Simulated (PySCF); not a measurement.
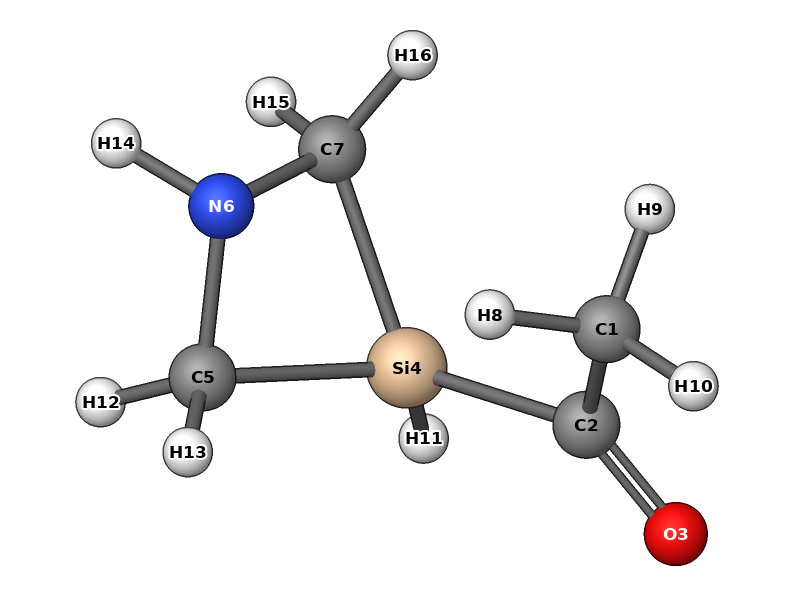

The questions are on isotropic NMR shieldings of the H atoms. The computed structure is the end point of a GFN2-xTB optimisation. No frequency run is at hand to confirm it as a minimum. Method: GIAO PBE0/pcSseg-1 NMR shielding, non-relativistic, gas phase (PySCF 2.14.0).

Q: Which H atom is the most shielded (lowest chemical shift)?

A: H14 (30.93 ppm).

Q: Which H atom is the least shielded (highest chemical shift)?

A: H11 (27.09 ppm).

Q: How wide is the range of H shifts?

A: 3.84 ppm.

List the isotropic NMR shieldings of the H atoms.

```
atom  σ (ppm)
  H8    28.09
  H9    29.03
 H10    29.38
 H11    27.09
 H12    28.16
 H13    28.49
 H14    30.93
 H15    28.15
 H16    28.35
```

The geometry is semi-empirical. Around Si such bond lengths and angles can be off by a tenth of an ångström or more and by several degrees, and values that hang on the shape move with them.
